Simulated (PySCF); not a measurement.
# C4H7NOP: the cost of one run

Programs: PySCF 2.14.0, with routines of our own; each step states its level. All values are computed. Atoms count from 0.

## 1. The system as given

14 atoms, charge 1, multiplicity 1; geometry from: GFN2-xTB.

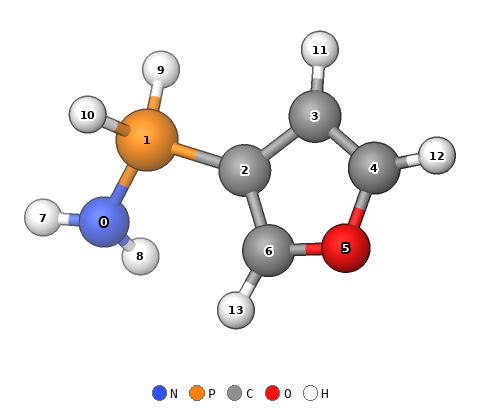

The starting geometry (nitrogen blue, phosphorus orange, carbon grey, oxygen red, hydrogen white).

## 2. Geometry optimisation at PBE0-D3(BJ)/def2-SVP

The job: settings as JSON, then the geometry in Å.

```
{"job": {"xc": "PBE0", "basis": "def2-SVP", "d3": "d3bj", "grid": 1, "kind": "geom"}, "charge": 1, "multiplicity": 1}
N      2.383943    -0.388476     0.281178
P      1.334908     0.563193    -0.533075
C     -0.312878     0.044412    -0.181184
C     -1.498201     0.836958    -0.271590
C     -2.513416    -0.001072     0.067398
O     -2.042824    -1.223246     0.349009
C     -0.733930    -1.215713     0.201223
H      3.372449    -0.323673     0.060052
H      2.224801    -0.536961     1.272721
H      1.426091     1.923582    -0.279138
H      1.688192     0.416079    -1.856406
H     -1.567604     1.870085    -0.543229
H     -3.571531     0.156682     0.143591
H     -0.190679    -2.122322     0.387385
```

Run with:

```
$ OMP_NUM_THREADS=1 python excited_run.py task.json out
```

One launch serves the whole session: the jobs run in the order shown.

**Question.** How long does this first job take on 1 thread of Arm Neoverse N1, shared host, and how much memory does it need?

About 86 s, with a peak of 0.61 GiB.
